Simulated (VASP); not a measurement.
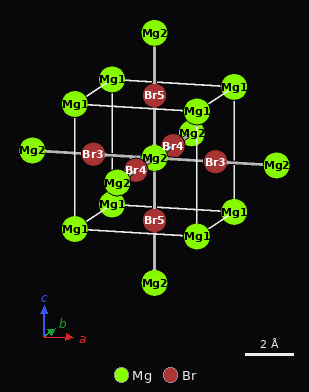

Solid Mg2Br3 (a generated structure, set up in Pm-3m), before the relaxation. The picture is a ball-and-stick view of the cell of the calculation, seen slightly off an axis.

The run lets cell and atoms move.

Computed with Kohn-Sham DFT of a periodic cell, PBE, VASP PAW PBE potentials, recommended in VASP 6.6.1.

Input file:
```
PREC = Accurate
ENCUT = 600
EDIFF = 1E-7
ISMEAR = 0
SIGMA = 0.1
LREAL = F
LASPH = T
NELM = 100
ALGO = Fast
ISIF = 3
LWAVE = F
LCHARG = F
GGA = PE
IBRION = 2
NSW = 90
EDIFFG = -0.04
```

Launched with:
```bash
cat potpaw_PBE.64/Mg/POTCAR potpaw_PBE.64/Br/POTCAR > POTCAR
mpirun -np 1 vasp_std > vasp.out
```

The structure:
```xyz
5
Lattice="5.4023 0.0000 0.0000 0.0000 5.4023 0.0000 0.0000 0.0000 5.4023" Properties=species:S:1:pos:R:3 pbc="T T T"
Mg    0.0000    0.0000    0.0000
Mg    2.7011    2.7011    2.7011
Br    0.0000    2.7011    2.7011
Br    2.7011    0.0000    2.7011
Br    2.7011    2.7011    0.0000
```

Where does the relaxation end?

No atom moves by more than 0.005 Å relative to the cell. The drawn cell changes as follows: a = b = c 5.402 → 5.262 Å (−2.6 %); the volume changes by −7.6 %. Some distances before and after: Mg2–Br3 2.701 → 2.631 Å. The space group stays Pm-3m (No. 221). After 2 geometry steps the energy has fallen by 15.4 meV per atom. All forces vanish by symmetry, so only the cell relaxes. Pressure: −1.88 GPa at the start and −0.04 GPa at the end.

After the run, drawn alike:

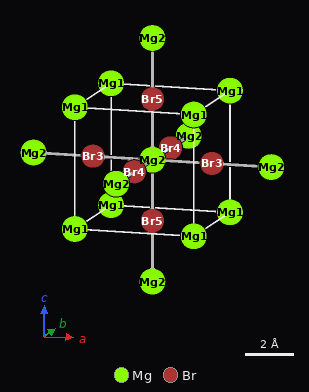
